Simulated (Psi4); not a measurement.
# Si2H4ClF (SMILES F[SiH]([SiH3])Cl) at BLYP/def2-SVP

Aim: the vertical singlet–triplet gap of Si2H4ClF at BLYP/def2-SVP, from 2 runs. Input form: a Python script.

The results are computed with Psi4 1.11.

## 1. The structure to begin with

Si2H4ClF: 8 atoms, total charge 0, spin state singlet. SMILES: `F[SiH]([SiH3])Cl`. The shape is that of a PBE0-D4/def2-TZVP optimisation.

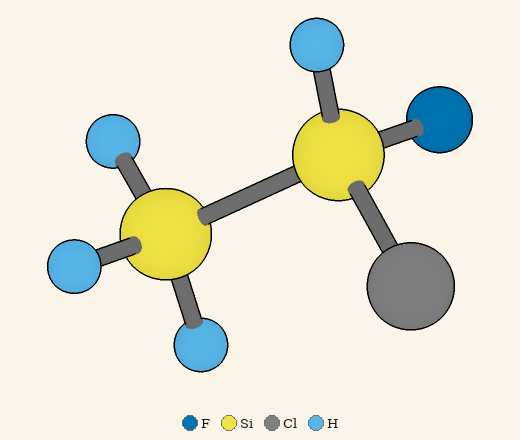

The structure, seen from a chosen angle (fluorine blue, silicon yellow, chlorine grey, hydrogen blue).

## 2. Energy and gradient at BLYP/def2-SVP

The input, clfh4si2.xyz:

```xyz
8
ClFH4Si2
F     -1.329000     1.796800     0.161200
Si    -0.382900     0.812800    -0.667700
Si     0.539000    -0.793000     0.761300
Cl    -1.534100    -0.130100    -2.075900
H      0.596600     1.655400    -1.392300
H      1.355700    -0.131100     1.812300
H      1.403500    -1.693800    -0.044400
H     -0.556600    -1.574100     1.389600
```

The input, calc.py:

```python
import psi4

psi4.set_memory('2200 MB')
psi4.set_num_threads(1)
psi4.core.set_output_file('run.log', False)

with open('clfh4si2.xyz') as f:
    atoms = ''.join(f.readlines()[2:])
mol = psi4.geometry('0 1\n' + atoms + 'symmetry c1\nno_reorient\nno_com')

psi4.set_options({
    'reference': 'rks',
    'puream': True,
    'e_convergence': 1e-09,
    'd_convergence': 1e-08,
    'scf_type': 'pk',
    'dft_radial_points': 99,
    'dft_spherical_points': 590,
})

E, wfn = psi4.gradient("blyp/def2-SVP", return_wfn=True)
psi4.oeprop(wfn, "WIBERG_LOWDIN_INDICES", "LOWDIN_CHARGES", "QUADRUPOLE")
print('gradient / Eh bohr^-1')
print(E.np.round(6))
print(f'energy = {wfn.energy():.10f} Eh')
```

The run is started by

```
$ python calc.py
```

run.log, cut to the lines that bear on the results:

```text
[...]
  Running in c1 symmetry.
[...]
  Nuclear repulsion =  276.204993495700592
[...]
  Multiplicity = 1
[...]
  Nalpha       = 29
  Nbeta        = 29
[...]
    Number of basis functions: 88
[...]
   @RKS iter   1: -1140.97317960709734   -2.13866e-01   5.39561e-03 DIIS/ADIIS
[...]
   @RKS iter  11: -1141.08507225056701   -7.95808e-12   7.28847e-09 DIIS
[...]
    Orbital Energies [Eh]
    ---------------------
    Doubly Occupied:
       1A   -100.702389     2A    -65.535432     3A    -65.472215
       4A    -24.289866     5A     -9.170842     6A     -7.006796
       7A     -7.000273     8A     -6.999696     9A     -5.121606
      10A     -5.067174    11A     -3.546295    12A     -3.544108
      13A     -3.540996    14A     -3.489054    15A     -3.488752
      16A     -3.488688    17A     -1.063106    18A     -0.750427
      19A     -0.516375    20A     -0.470191    21A     -0.401213
      22A     -0.392197    23A     -0.380376    24A     -0.330297
      25A     -0.322022    26A     -0.316677    27A     -0.300561
      28A     -0.285965    29A     -0.252426
[...]
  @RKS Final Energy: -1141.08507225056701
   => Energetics <=
    Nuclear Repulsion Energy =            276.2049934957005917
    One-Electron Energy =               -2129.5660517049582268
    Two-Electron Energy =                 794.3306332071476845
    DFT Exchange-Correlation Energy =     -82.0546472484569449
    Empirical Dispersion Energy =           0.0000000000000000
    VV10 Nonlocal Energy =                  0.0000000000000000
    Total Energy =                      -1141.0850722505670092
[...]
  -Total Gradient:
     Atom            X                  Y                   Z
    ------   -----------------  -----------------  -----------------
       1        0.018320057378    -0.019499895374    -0.017442787188
       2       -0.020437453206     0.010672398883     0.007234268380
       3        0.000086605638    -0.001185270930     0.000628267124
       4        0.009243530287     0.008374450492     0.011416415931
       5       -0.004676598245    -0.003044586061     0.002124786542
       6       -0.002908695826    -0.001670843572    -0.003928040503
       7       -0.003076784004     0.003493226587     0.002262730932
       8        0.003418963934     0.002860498570    -0.002320017576
[...]
 Multipole Moments:
 ------------------------------------------------------------------------------------
     Multipole            Electronic (a.u.)      Nuclear  (a.u.)        Total (a.u.)
 ------------------------------------------------------------------------------------
 L = 1.  Multiply by 2.5417464519 to convert [e a0] to [Debye]
 Dipole X            :         62.9463311          -62.4669758            0.4793553
 Dipole Y            :        -23.7783178           23.6085375           -0.1697803
 Dipole Z            :         58.2690411          -58.1353456            0.1336955
 Magnitude           :                                                    0.5258150
 L = 2.  Multiply by 1.3450342976 to convert [e a0^2] to [Debye ang]
 Quadrupole XX       :       -272.8188373          237.4700059          -35.3488314
 Quadrupole XY       :        105.1796049         -104.0281695            1.1514354
[...]
```

The script printed:

```text
gradient / Eh bohr^-1
[[ 1.8320e-02 -1.9500e-02 -1.7443e-02]
 [-2.0437e-02  1.0672e-02  7.2340e-03]
 [ 8.7000e-05 -1.1850e-03  6.2800e-04]
 [ 9.2440e-03  8.3740e-03  1.1416e-02]
 [-4.6770e-03 -3.0450e-03  2.1250e-03]
 [-2.9090e-03 -1.6710e-03 -3.9280e-03]
 [-3.0770e-03  3.4930e-03  2.2630e-03]
 [ 3.4190e-03  2.8600e-03 -2.3200e-03]]
energy = -1141.0850722506 Eh
```

It took 17 s on 1 thread of Intel Xeon Platinum 8488C (Sapphire Rapids), shared host; peak memory 1.1 GiB.

## 3. The triplet

The input, run.py:

```python
import psi4

psi4.set_memory('2200 MB')
psi4.set_num_threads(1)
psi4.set_output_file('psi4.out', False)

m = psi4.geometry("""
0 3
F     -2.51144602     3.39545990     0.30462385
Si    -0.72357613     1.53596939    -1.26177013
Si     1.01856238    -1.49855282     1.43864850
Cl    -2.89902885    -0.24585337    -3.92288246
H      1.12741061     3.12825263    -2.63106568
H      2.56190171    -0.24774309     3.42475066
H      2.65223062    -3.20081811    -0.08390384
H     -1.05182156    -2.97461789     2.62596342
units bohr
symmetry c1
no_reorient
no_com
""")

psi4.set_options({
    'basis': 'def2-SVP',
    'reference': 'uks',
    'puream': True,
    'e_convergence': 1e-09,
    'd_convergence': 1e-08,
    'scf_type': 'pk',
    'dft_radial_points': 99,
    'dft_spherical_points': 590,
    'maxiter': 100,
})

energy_value, wavefunction = psi4.gradient('blyp', return_wfn=True)
psi4.oeprop(wavefunction, 'DIPOLE', 'QUADRUPOLE', 'WIBERG_LOWDIN_INDICES', title='BLYP')
print('gradient / Eh bohr^-1')
print(energy_value.np.round(6))
print(f'energy = {wavefunction.energy():.10f} Eh')
for k, v in sorted(psi4.core.scalar_variables().items()):
    print(f'{k:45s} {v:18.10f}')
```

The run is started by

```
$ python run.py
```

psi4.out, cut to the lines that bear on the results:

```text
[...]
  Running in c1 symmetry.
[...]
  Nuclear repulsion =  276.204993575526203
[...]
  Multiplicity = 3
[...]
  Nalpha       = 30
  Nbeta        = 28
[...]
    Number of basis functions: 88
[...]
   @UKS iter   1: -1140.63417096926446    1.25143e-01   6.36261e-03 DIIS/ADIIS
[...]
   @UKS iter  17: -1140.87469710340724   -2.04636e-12   4.12527e-09 DIIS
[...]
   @S^2 Observed:                2.001986900E+00
[...]
  @UKS Final Energy: -1140.87469710340724
   => Energetics <=
    Nuclear Repulsion Energy =            276.2049935755262027
    One-Electron Energy =               -2128.5686028393693050
    Two-Electron Energy =                 793.4814554547158423
    DFT Exchange-Correlation Energy =     -81.9925432942801251
    Empirical Dispersion Energy =           0.0000000000000000
    VV10 Nonlocal Energy =                  0.0000000000000000
    Total Energy =                      -1140.8746971034072430
  UHF NO Occupations:
  HONO-2 :   28  A 1.9995239
  HONO-1 :   29  A 1.0000000
[...]
  -Total Gradient:
     Atom            X                  Y                   Z
    ------   -----------------  -----------------  -----------------
       1        0.028280520408    -0.025025174341    -0.015626664823
       2       -0.033057611279     0.015698869312     0.015467304478
       3        0.005090947715    -0.005997475717    -0.010662719963
       4        0.020810709455     0.009887492546     0.011171386699
       5       -0.008665839629    -0.010801381384    -0.003339953611
       6       -0.009308564208    -0.004467367266    -0.002359867007
       7       -0.009860711653     0.013013748603     0.004317011143
       8        0.006680512134     0.007691201250     0.001008495261
[...]
```

On the terminal:

```text
gradient / Eh bohr^-1
[[ 0.028281 -0.025025 -0.015627]
 [-0.033058  0.015699  0.015467]
 [ 0.005091 -0.005997 -0.010663]
 [ 0.020811  0.009887  0.011171]
 [-0.008666 -0.010801 -0.00334 ]
 [-0.009309 -0.004467 -0.00236 ]
 [-0.009861  0.013014  0.004317]
 [ 0.006681  0.007691  0.001008]]
energy = -1140.8746971034 Eh
CURRENT ENERGY                                  -1140.8746971034
CURRENT REFERENCE ENERGY                        -1140.8746971034
DD SOLVATION ENERGY                                 0.0000000000
DFT FUNCTIONAL TOTAL ENERGY                     -1140.8746971034
DFT TOTAL ENERGY                                -1140.8746971034
DFT VV10 ENERGY                                     0.0000000000
DFT XC ENERGY                                     -81.9925432943
GRID ELECTRONS ALPHA                               29.9999998346
GRID ELECTRONS BETA                                27.9999992053
GRID ELECTRONS TOTAL                               57.9999990399
NUCLEAR REPULSION ENERGY                          276.2049935755
ONE-ELECTRON ENERGY                             -2128.5686028394
PCM POLARIZATION ENERGY                             0.0000000000
PE ENERGY                                           0.0000000000
SCF ITERATION ENERGY                            -1140.8746971034
SCF ITERATIONS                                     17.0000000000
SCF TOTAL ENERGY                                -1140.8746971034
TWO-ELECTRON ENERGY                               793.4814554547
XC GRID RADIAL POINTS                              99.0000000000
XC GRID SPHERICAL POINTS                          590.0000000000
XC GRID TOTAL POINTS                           441222.0000000000
```

It took 31 s on 1 thread of Intel Xeon Platinum 8488C (Sapphire Rapids), shared host; peak memory 1.1 GiB.

## 4. Results

At BLYP/def2-SVP:

```
                                        quantity           value
                           singlet: total energy  -1141.08507 Eh
                          singlet: dipole moment          1.34 D
                            singlet: HOMO energy        -6.87 eV
                            singlet: LUMO energy        -0.86 eV
                          singlet: HOMO–LUMO gap         6.01 eV
               singlet: largest force on an atom      1.642 eV/Å
                           triplet: total energy  -1140.87470 Eh
                          triplet: dipole moment          1.09 D
     triplet: HOMO energy (highest over α and β)        -1.41 eV
                                   triplet: ⟨S²⟩           2.002
               triplet: largest force on an atom      2.102 eV/Å
vertical energy of the triplet above the singlet        5.725 eV
```

**Reading.** At this shape the triplet lies 5.72 eV (552 kJ/mol) above the singlet. The largest force (singlet) is 1.64 eV/Å: the shape isn't a stationary point for this species at this level.
